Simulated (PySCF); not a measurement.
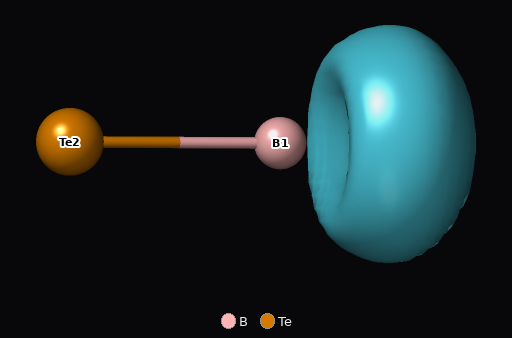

Figure 1: BTe (doublet). Isosurface of the electron localisation function at 0.9 (cyan), seen from one side. Core shells and regions of very low density are left out.

Core potentials replace the inner electrons of Te.

Level of theory: PBE0/aug-cc-pVDZ(-PP), non-relativistic Hamiltonian with scalar-relativistic core potentials where named, at a bond length of 1.965 Å in PySCF 2.14.0.

```xyz
2

B     0.0000    0.0000   -1.8115
Te    0.0000    0.0000    0.1535
```

### Where are the electrons localised?

The ELF exceeds this value in one lobe on B, pointing away from the bonds (non-bonding electrons). Along the contacts the grid gives the following. B–Te (1.96 Å): the ELF peaks at about 0.80 between the atoms (localised, covalent bonding).
